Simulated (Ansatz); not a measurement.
Density of states of W (Im-3m, 1 atom in the cell).

```yaml
crystal:
  lattice:
    - [-1.56138, 1.56138, 1.56138]
    - [1.56138, -1.56138, 1.56138]
    - [1.56138, 1.56138, -1.56138]
  atoms:
    - { symbol: W, position: [0.00000, 0.00000, 0.00000] }
```

Computed with PBE, PAW files (plane waves; Ansatz, a quantum-chemistry and plane-wave program).

SCF settings: basis.ecutwfc = 30.9 Ry; kpoints.mp_grid.grid = 15 15 15; hamiltonian.xc = pbe; hamiltonian.pseudopotentials = {kind: paw} (an earlier, softer set of the program's PAW files); scf.occupations.method = fermi_dirac; scf.occupations.width = 0.0073 Ry. Keys of the DOS step: output.dos.nscf_kmesh.grid = 15 15 15.

The starting cell comes from a database of computed structures (which also holds hypothetical and non-ambient phases and stackings), without a prior relaxation at this level. Its lattice was rescaled by a random factor within 2.5 % of one. Spin-orbit coupling is off. Spin polarisation is off.

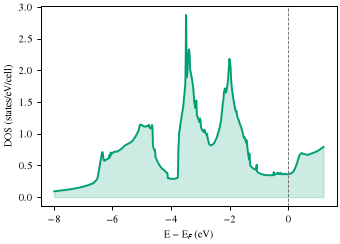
Total density of states, both spins summed.

Total DOS (both spins), as means of the tabulated values in each energy bin; the zero is the program's Fermi level or highest filled level, and the curve is cut to this window:

```json
[
 {"E (eV)": "-7.75", "states/eV/cell": "0.11"},
 {"E (eV)": "-7.25", "states/eV/cell": "0.14"},
 {"E (eV)": "-6.75", "states/eV/cell": "0.21"},
 {"E (eV)": "-6.25", "states/eV/cell": "0.60"},
 {"E (eV)": "-5.75", "states/eV/cell": "0.76"},
 {"E (eV)": "-5.25", "states/eV/cell": "0.96"},
 {"E (eV)": "-4.75", "states/eV/cell": "1.01"},
 {"E (eV)": "-4.25", "states/eV/cell": "0.42"},
 {"E (eV)": "-3.75", "states/eV/cell": "0.85"},
 {"E (eV)": "-3.25", "states/eV/cell": "1.72"},
 {"E (eV)": "-2.75", "states/eV/cell": "0.94"},
 {"E (eV)": "-2.25", "states/eV/cell": "1.42"},
 {"E (eV)": "-1.75", "states/eV/cell": "1.35"},
 {"E (eV)": "-1.25", "states/eV/cell": "0.57"},
 {"E (eV)": "-0.75", "states/eV/cell": "0.35"},
 {"E (eV)": "-0.25", "states/eV/cell": "0.37"},
 {"E (eV)": "0.25", "states/eV/cell": "0.51"},
 {"E (eV)": "0.75", "states/eV/cell": "0.69"}
]
```

Around zero the curve holds about 0.4 states/eV/cell.

Keys are those of Ansatz 0.2.
